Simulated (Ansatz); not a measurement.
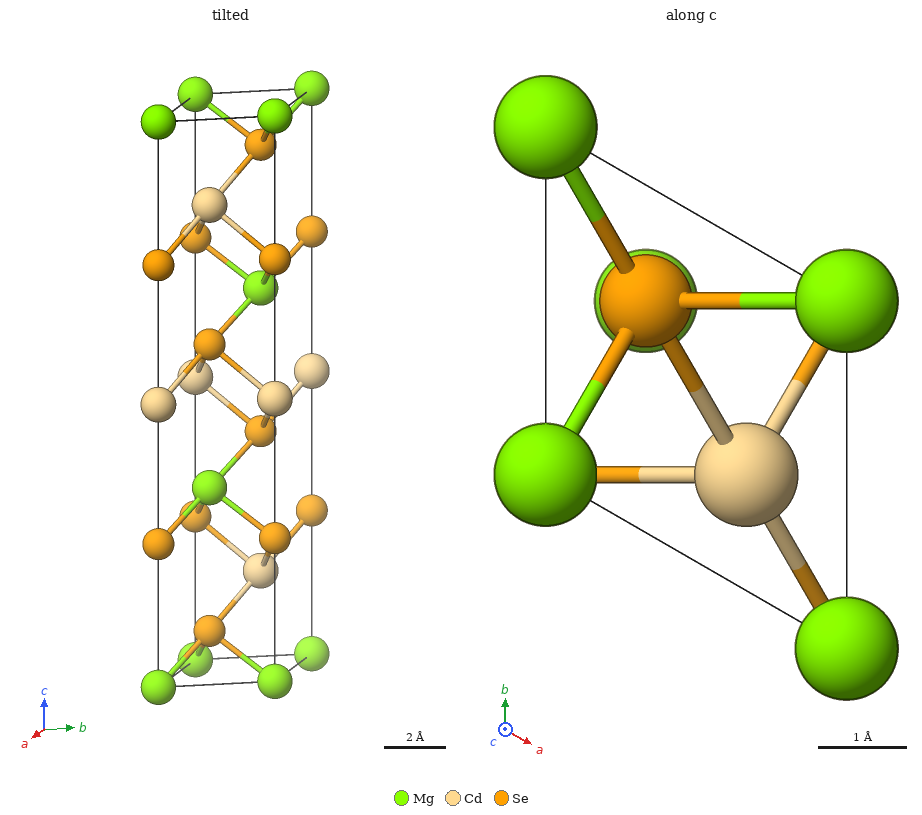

Structure drawing (ball-and-stick), viewed slightly off an axis and along the c axis. Atoms at the boundary of the conventional unit cell (the box) are drawn once for each face, edge or corner they touch.

MgCdSe2, α-NaFeO₂ type, space group R-3m (No. 166), a = 3.951 Å, b = 3.951 Å, c = 19.353 Å, α = 90.00°, β = 90.00°, γ = 120.00°. The model was built from a structure type filled with these elements by a generator (whether the compound takes this form wasn't checked). Earlier steps of the study, as a rule a relaxation of our own, may have changed the cell and positions, so they can lie some per cent off the listed ones. A calculation with Ansatz used it as input.

This one geometry was computed with Ansatz (DFT, plane waves, PAW) at three levels of theory: PBE, r2SCAN and PBE with spin-orbit coupling. It was relaxed beforehand with r2SCAN.

Which level gives the highest pressure at this volume, and what does that say about its equilibrium volume?

Highest: PBE (1.5 GPa) and PBE with spin-orbit coupling (1.5 GPa), which points to the largest equilibrium volume. Lowest, with the smallest volume: r2SCAN (0.0 GPa). Levels within 0.5 GPa of each other can't be told apart.

How does the band gap change with the level of theory?

PBE with spin-orbit coupling: a gap of 0.50 eV, indirect; PBE: a gap of 0.62 eV, indirect; r2SCAN: a gap of 1.16 eV, indirect.

Collect the results in a table.

| level | cutoff (eV) | k-mesh of the run's cell | gap (eV) | pressure (GPa) |
| --- | --- | --- | --- | --- |
| PBE | 420 | 8×8×8 | 0.62 | 1.5 |
| r2SCAN | 500 | 8×8×8 | 1.16 | 0.0 |
| PBE with spin-orbit coupling | 420 | 8×8×8 | 0.50 | 1.5 |

Gaps are taken on the k-mesh or band path of each run.
